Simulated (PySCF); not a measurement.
Consider C9H10Si.

```xyz
20

C    -2.4704   -1.7730   -0.0161
C    -2.2009   -0.4893   -0.0958
Si   -2.4315    1.2971    0.3303
C    -1.1384    0.3567   -0.7503
C     0.2661    0.2155   -0.3474
C     1.2893    0.6213   -1.2026
C     2.6143    0.5146   -0.8249
C     2.9466   -0.0013    0.4164
C     1.9394   -0.4070    1.2766
C     0.6146   -0.2974    0.9013
H    -1.8627   -2.5142   -0.5174
H    -3.3112   -2.1495    0.5460
H    -3.4400    2.0671   -0.3764
H    -1.9986    1.7740    1.6307
H    -1.2582    0.4652   -1.8253
H     1.0384    1.0221   -2.1755
H     3.3926    0.8325   -1.5041
H     3.9819   -0.0885    0.7112
H     2.1904   -0.8143    2.2458
H    -0.1669   -0.6212    1.5744
```

Geometry: GFN2-xTB.

Method: PySCF 2.14.0, PBE0/pcSseg-1, SCF density, gas phase, non-relativistic.

### What can the converged electron density and electron localisation function tell about the bonding?

C–H (1.08 Å): ρ is about 2 e/Å³ halfway; the ELF climbs to about 1 towards the hydrogen, as it does in any bond to H (an ordinary covalent bond to hydrogen).
C–C (1.38 Å): ρ is about 2.1 e/Å³ halfway; the ELF peaks at about 0.95 between the atoms; localised, covalent bonding.
C–C (1.47 Å): the density is about 1.8 e/Å³ at the midpoint; the ELF peaks at about 0.95 between the atoms: a shared electron pair.

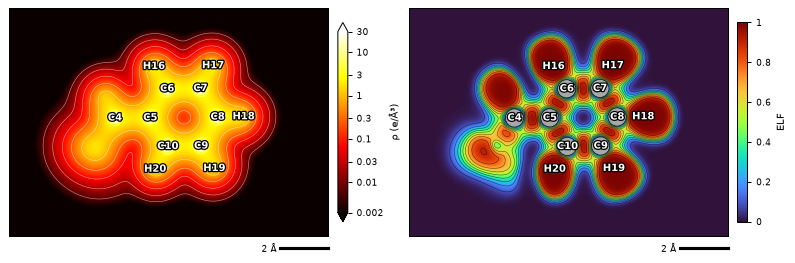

Computed electron density and electron localisation function on the plane of atoms C8, C9 and C10, in this order. Grey discs cover the atomic cores in the ELF map. 
